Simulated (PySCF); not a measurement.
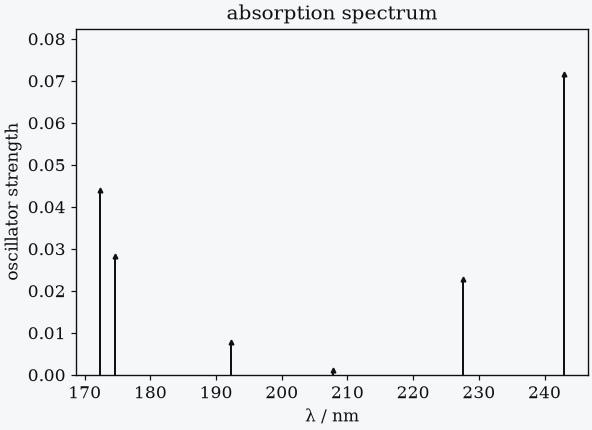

Computed absorption of C₆H₁₃Si⁺, SMILES C=CCC[Si+](C)C. Vertical TDDFT excitations, PBE0/def2-SVPD with PySCF, at a GFN2-xTB geometry (no frequency check), gas phase. Only the first 6 singlet excitations are included.

> Where is the lowest singlet, and is it bright?

S1 lies at 5.10 eV (243 nm) with f = 0.072, mainly HOMO → LUMO (94 %); it is bright.

> List the transitions behind the spectrum.

```csv
state,E (eV),λ (nm),f,main character
S1,5.10,243,0.072,HOMO → LUMO (94 %)
S2,5.45,228,0.023,HOMO−1 → LUMO (95 %)
S3,5.97,208,0.001,HOMO−2 → LUMO (87 %)
S4,6.45,192,0.008,HOMO−3 → LUMO (86 %)
S5,7.10,175,0.028,HOMO−4 → LUMO (88 %)
S6,7.20,172,0.044,HOMO−1 → LUMO+1 (59 %)
```

Caveats: the tight-binding geometry is rougher than a DFT one and adds to the error; one conformer of a flexible molecule; core orbitals are frozen in the response.
